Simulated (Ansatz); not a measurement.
# Run report: CH7ClSi, geometry relaxation (part 1 of 2)

CH7ClSi, computed with UKS B3LYP/def2-SVP (Ansatz 0.2.0).

The input holds or restrains some coordinates. It belongs to a series of runs on one base structure; here: pulled along the bonds that form and break, towards end B. Figures and captions count atoms from 1; the log counts them from 0 in places.

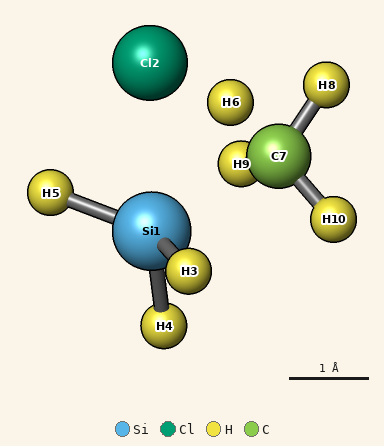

Figure 1. The input geometry (ball-and-stick view, seen at a tilt; atoms are numbered from 1 in the order of the input). Bond lengths as drawn: C–H 1.08 to 1.10 Å and H–Si 1.45 to 1.49 Å.

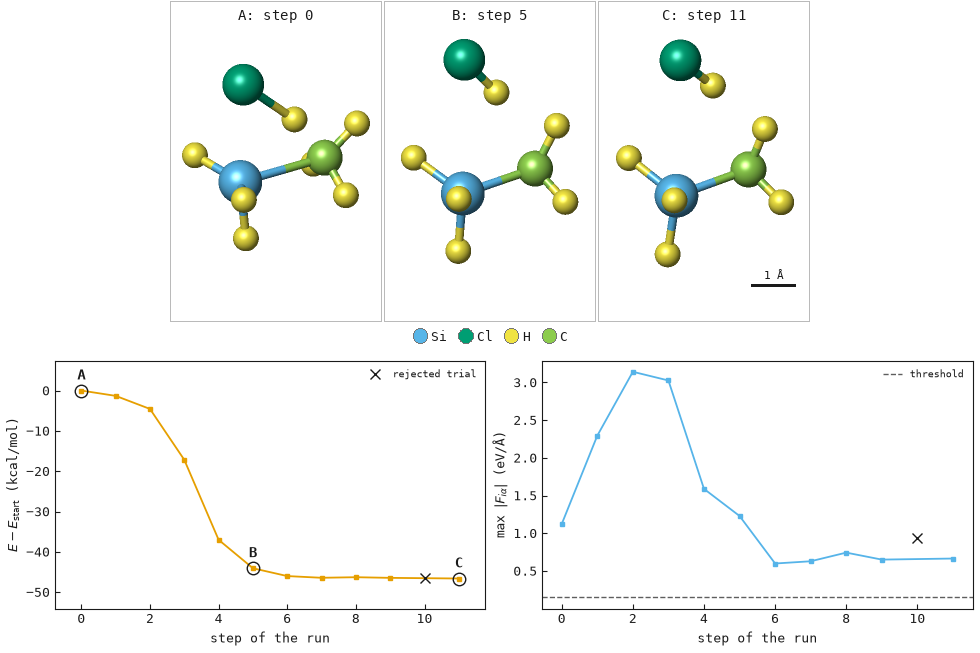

Figure 2. Frames of the restrained relaxation (ball-and-stick view, seen at a tilt) above the curves, on which the letters mark them (the first geometry is step 0 here and step 1 in the log).

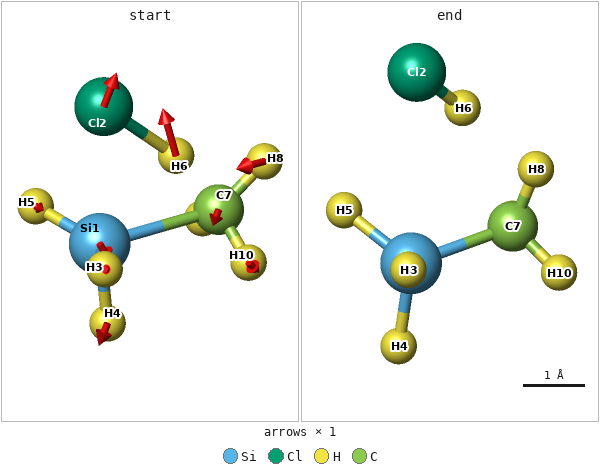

Figure 3. Before (left) and after (right) the restrained relaxation, at one scale (ball-and-stick view, seen at a tilt). The red arrows give the displacements, at true length. After 11 geometry steps the energy has fallen by 46.6 kcal/mol. Largest force component: 1.1 eV/Å at the start, 0.66 eV/Å at the end. The line search rejected the trial step at point 10 (counted from 0) and went back. H6 moves most after the best rigid fit: 0.85 Å. By element the largest moves are H 0.85 Å, Cl 0.62 Å, Si 0.43 Å, C 0.30 Å. Distances before and after: Cl2–H6 1.755 → 1.314 Å, Si1–C7 2.178 → 1.881 Å, Si1–H3 1.451 → 1.488 Å, C7–H10 1.080 → 1.104 Å. New bonds form: Cl2–H6 (1.75 → 1.31 Å). Among the angles that change: Si1–C7–H8 143.5° → 117.4°, H3–Si1–H5 132.7° → 110.1°, H4–Si1–C7 89.2° → 107.2°. (Atoms are counted from 1 in the order of the input.)

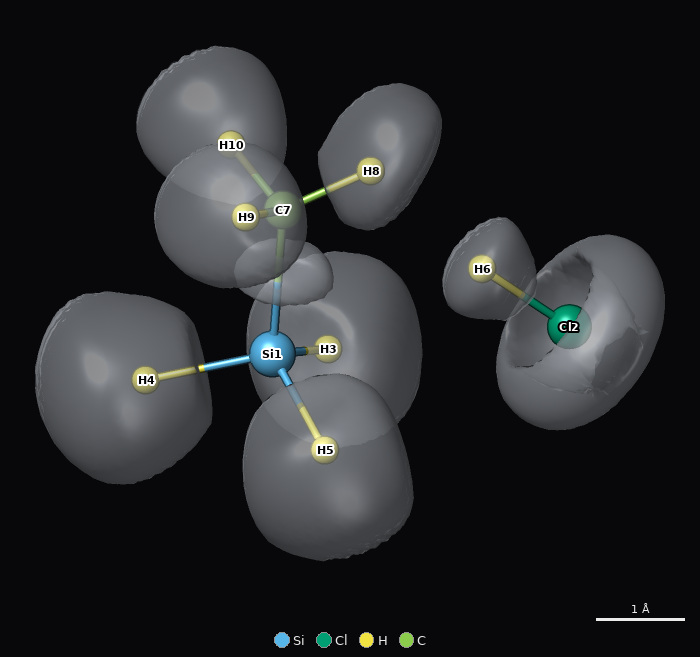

Figure 4. Isosurface of the ELF at 0.85 (grey), seen at a tilt. Only the valence region is drawn (cores and ρ < 0.01 e/Å³ removed). Along the contacts the grid gives the following. H6···H8 (1.70 Å): the ELF is only about 0.10 between them; a non-bonded, intermolecular contact. C–Si (1.88 Å): the ELF peaks at about 0.95 between the atoms (a shared electron pair).

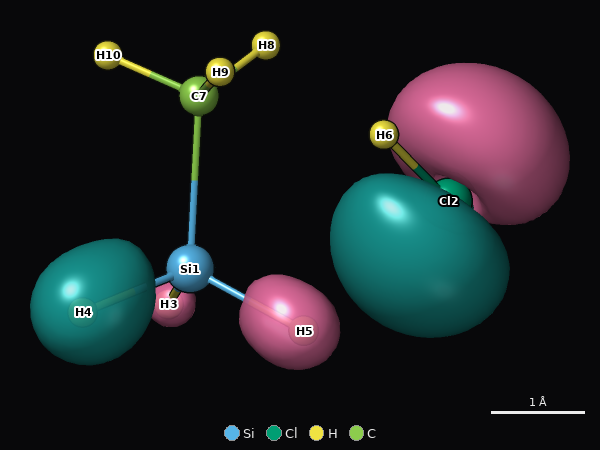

Figure 5. One frontier orbital at ±0.15 Å⁻³ᐟ² (teal and pink are the two phases), seen at a tilt. The HOMO (α), at −8.52 eV.

The input that produced these results follows, with the program's output.

Input:
```yaml
crystal:
  periodic: [false, false, false]
  atoms:
    - { symbol: Si, position_ang: [-0.9894, 0.1388, -0.3944] }
    - { symbol: Cl, position_ang: [0.171, -1.5718, -1.7898] }
    - { symbol: H, position_ang: [-0.8845, 0.908, -1.6206] }
    - { symbol: H, position_ang: [-1.5227, 1.1691, 0.5398] }
    - { symbol: H, position_ang: [-1.7917, -1.0114, -0.0194] }
    - { symbol: H, position_ang: [0.7532, -0.6769, -0.3969] }
    - { symbol: C, position_ang: [0.8921, 0.163, 0.7022] }
    - { symbol: H, position_ang: [1.9006, -0.263, 0.7292] }
    - { symbol: H, position_ang: [0.4426, -0.0852, 1.6524] }
    - { symbol: H, position_ang: [1.029, 1.2292, 0.5976] }
magnetization:
  spin_polarized: true
basis:
  gaussian: { orbitals: def2-SVP }
hamiltonian:
  xc: b3lyp
relax:
  f_tol: 0.15
  max_steps: 25
  restrain:
    - { distance: [0, 6], at: 1.87, k: 30.0 }
    - { distance: [5, 1], at: 1.33, k: 30.0 }
    - { distance: [0, 1], at: 3.43, k: 30.0 }
    - { distance: [5, 6], at: 2.37, k: 30.0 }
output:
  orbitals: {}
```

Command:
```bash
ansatz run input.yaml --threads 2 --pin off --max-ram 3072MiB --backend cpu --events-out ev --progress --plain --runs-dir out
```

What the program printed:
```
The last accepted step is kept in [file] (removed where the run ends without a failure and the disk answers)
Engine: ansatz 0.2.0, aarch64-unknown-linux-gnu
Functional definition: B3LYP
  parameter a0 = 0.2
  parameter ax = 0.72
  parameter ac = 0.81
  exchange = (1 - a0 - ax)*slater_x + ax*b88_x + a0*exact_x
  correlation = (1 - ac)*vwn_rpa_c + ac*lyp_c
896 factors; integrals over basis functions are off by at most 3.9e-4 eV
mean field evaluation 1: about -21539.4324 eV, gradient 2.8e1 eV
mean field evaluation 2: about -21537.9525 eV, gradient 3.1e1 eV
mean field evaluation 4: about -21543.2479 eV, gradient 1.3e0 eV
mean field evaluation 8: about -21543.2606 eV, gradient 6.8e-3 eV
mean field -21543.26060664 eV, -791.7002247476 hartree, gradient 7.0e-5 eV, S^2 0.000000; 0 other end points of the search recorded, 0 dependent functions left out
the calculation of the forces begins
reference -21543.26085104 eV, -791.7002337291 hartree; 22, 22 occupied and 63, 63 virtual orbitals, 896 factors
relax step   1: F+E_penalty+E_count = -21543.26060664 eV  Δ(F+E_penalty+E_count) = +0.000e0 eV  max|allowed force component| = 1.122e0 eV/Å  E_restraint = 31.67285038 eV  max|allowed force component, restraints' pulls added| = 3.302e1 eV/Å  Δτ_max = 0.0000 Å  (25 SCF iters, accepted)
  distance Si 0 - C 6 = 2.1779 Å
  distance H 5 - Cl 1 = 1.7550 Å
  distance Si 0 - Cl 1 = 2.4940 Å
  distance H 5 - C 6 = 1.3902 Å
these checks for a lower state are left out or cut short: starts, cluster_reference, orbital_swaps, neighbouring_geometries, increment
896 factors; integrals over basis functions are off by at most 5.2e-4 eV
mean field evaluation 16: about -21543.3031 eV, gradient 5.7e-1 eV
mean field -21543.31747535 eV, -791.7023146339 hartree, gradient 3.1e-5 eV, S^2 0.000000; 0 other end points of the search recorded, 0 dependent functions left out
[... from here on the field's lines of each further geometry are left out, up to the last ...]
relax step   2: F+E_penalty+E_count = -21543.31747535 eV  Δ(F+E_penalty+E_count) = -5.687e-2 eV  max|allowed force component| = 2.294e0 eV/Å  E_restraint = 16.87803226 eV  max|allowed force component, restraints' pulls added| = 2.467e1 eV/Å  Δτ_max = 0.1948 Å  (29 SCF iters, accepted)
relax step   3: F+E_penalty+E_count = -21543.45818559 eV  Δ(F+E_penalty+E_count) = -1.407e-1 eV  max|allowed force component| = 3.141e0 eV/Å  E_restraint = 7.44095320 eV  max|allowed force component, restraints' pulls added| = 1.535e1 eV/Å  Δτ_max = 0.1949 Å  (27 SCF iters, accepted)
relax step   4: F+E_penalty+E_count = -21544.00554535 eV  Δ(F+E_penalty+E_count) = -5.474e-1 eV  max|allowed force component| = 3.026e0 eV/Å  E_restraint = 2.13878928 eV  max|allowed force component, restraints' pulls added| = 6.477e0 eV/Å  Δτ_max = 0.1948 Å  (30 SCF iters, accepted)
relax step   5: F+E_penalty+E_count = -21544.86575729 eV  Δ(F+E_penalty+E_count) = -8.602e-1 eV  max|allowed force component| = 1.588e0 eV/Å  E_restraint = 0.17682590 eV  max|allowed force component, restraints' pulls added| = 2.520e0 eV/Å  Δτ_max = 0.1949 Å  (28 SCF iters, accepted)
relax step   6: F+E_penalty+E_count = -21545.17192037 eV  Δ(F+E_penalty+E_count) = -3.062e-1 eV  max|allowed force component| = 1.229e0 eV/Å  E_restraint = 0.01885091 eV  max|allowed force component, restraints' pulls added| = 1.136e0 eV/Å  Δτ_max = 0.1947 Å  (27 SCF iters, accepted)
relax step   7: F+E_penalty+E_count = -21545.25605137 eV  Δ(F+E_penalty+E_count) = -8.413e-2 eV  max|allowed force component| = 5.983e-1 eV/Å  E_restraint = 0.01062367 eV  max|allowed force component, restraints' pulls added| = 3.498e-1 eV/Å  Δτ_max = 0.1769 Å  (27 SCF iters, accepted)
relax step   8: F+E_penalty+E_count = -21545.27444719 eV  Δ(F+E_penalty+E_count) = -1.840e-2 eV  max|allowed force component| = 6.280e-1 eV/Å  E_restraint = 0.01525938 eV  max|allowed force component, restraints' pulls added| = 3.582e-1 eV/Å  Δτ_max = 0.1670 Å  (27 SCF iters, accepted)
relax step   9: F+E_penalty+E_count = -21545.26832272 eV  Δ(F+E_penalty+E_count) = +6.124e-3 eV  max|allowed force component| = 7.427e-1 eV/Å  E_restraint = 0.00488991 eV  max|allowed force component, restraints' pulls added| = 3.394e-1 eV/Å  Δτ_max = 0.1204 Å  (27 SCF iters, accepted)
relax step  10: F+E_penalty+E_count = -21545.27529322 eV  Δ(F+E_penalty+E_count) = -6.970e-3 eV  max|allowed force component| = 6.500e-1 eV/Å  E_restraint = 0.00698108 eV  max|allowed force component, restraints' pulls added| = 1.075e-1 eV/Å  Δτ_max = 0.0857 Å  (25 SCF iters, accepted)
relax step  11: F+E_penalty+E_count = -21545.27766738 eV  Δ(F+E_penalty+E_count) = -2.374e-3 eV  max|allowed force component| = 9.413e-1 eV/Å  E_restraint = 0.01062637 eV  max|allowed force component, restraints' pulls added| = 7.021e-1 eV/Å  Δτ_max = 0.1991 Å  (28 SCF iters, rejected (line search))
the calculation of the forces begins
reference -21545.28252495 eV, -791.7745288751 hartree; 22, 22 occupied and 63, 63 virtual orbitals, 896 factors
```
